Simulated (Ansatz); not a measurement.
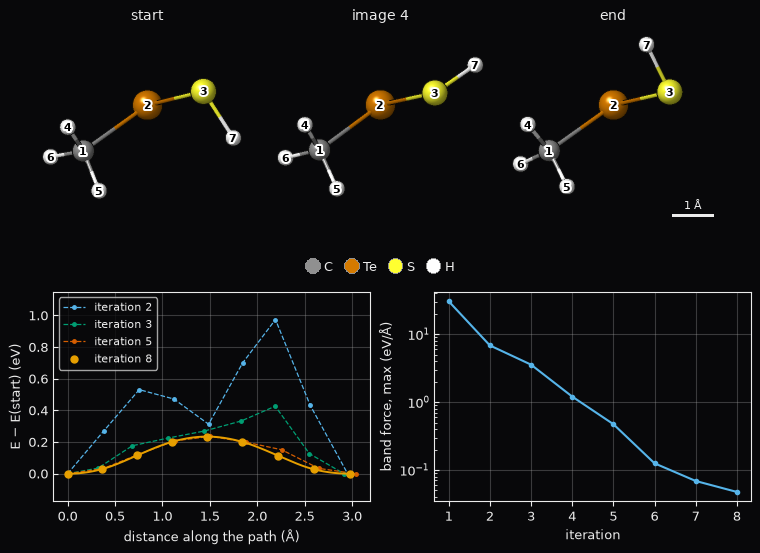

A nudged-elastic-band calculation for CH$_{4}$STe. Images are numbered from 0 (start) to 8 (end). The plot follows the band through its iterations. Style: ball-and-stick. Shown from a free direction.

Method: RKS PBE0-D4/def2-SVP in Ansatz 0.2.0. Settings: 7 movable images; climbing image; force threshold 0.05 eV/Å; iteration limit 60; starting path through a guess of the saddle point.

Judge this run.

Answer. The result is final at these settings. The band converged in 8 iterations. The largest component of the band force went from 31 to 0.047 eV/Å. The climbing image converged on the top of the path. Its vibrational analysis gives one imaginary mode (231i cm⁻¹), as a transition state must have. The first iteration put the highest image at 6.220 eV. The two ends have the same energy, and the highest point, image 4, lies 0.235 eV above the start.
